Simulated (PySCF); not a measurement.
Dissociation curve of SMILES C (CH₄). The C1–H5 bond (C1 also carries H, H, H; H5 carries nothing else) is pulled apart rigidly from the PBE0/def2-TZVP optimised geometry.

```
5

C      0.0000     0.0000     0.0000
H     -0.8896    -0.5136    -0.3632
H      0.8896    -0.5136    -0.3632
H      0.0000     1.0273    -0.3632
H      0.0000     0.0000     1.0896
```

Levels: NEVPT2 = PySCF 2.14.0 with SC-NEVPT2 on CASSCF(2,2)/cc-pVDZ, all electrons correlated; UCCSD = CCSD on UHF/cc-pVDZ, 1 core orbital frozen (PySCF); UKS-BLYP = unrestricted BLYP/cc-pVDZ run with PySCF 2.14.0.

Energies are in kJ/mol, each relative to the lowest point of its own curve near equilibrium.

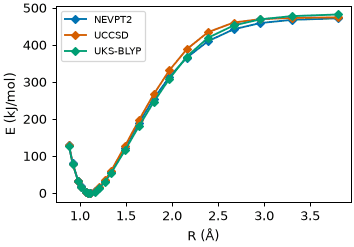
Energy against bond length for each method.

```tsv
R / Å	NEVPT2	UCCSD	UKS-BLYP
0.88	131.0	129.2	127.4
0.92	81.3	79.7	79.1
0.98	32.8	31.6	32.1
1.01	17.9	17.0	17.6
1.07	2.2	1.8	2.3
1.09	0.4	0.2	0.5
1.11	0.0	0.0	0.0
1.16	4.3	4.8	3.9
1.21	14.4	15.5	13.3
1.27	32.2	34.0	30.1
1.34	58.1	60.8	54.5
1.49	122.7	127.6	116.0
1.64	189.1	196.4	180.2
1.80	254.4	266.4	245.5
1.97	313.4	331.1	308.0
2.16	365.5	388.4	368.4
2.39	409.9	434.3	419.2
2.67	442.2	460.4	452.5
2.96	459.1	469.6	469.1
3.30	467.7	472.9	477.6
3.80	471.7	474.3	482.1
```

At the longest distance, 3.80 Å, UKS-BLYP lies highest above its minimum (482.1 kJ/mol) and NEVPT2 lowest (471.7 kJ/mol).

The unrestricted determinant behind UCCSD is spin-contaminated at 1.80 to 3.80 Å (<S²> up to 1.0, against 0.00 for a pure singlet). The unrestricted determinant behind UKS-BLYP is spin-contaminated at 2.16 to 3.80 Å (<S²> up to 1.0, against 0.00 for a pure singlet).
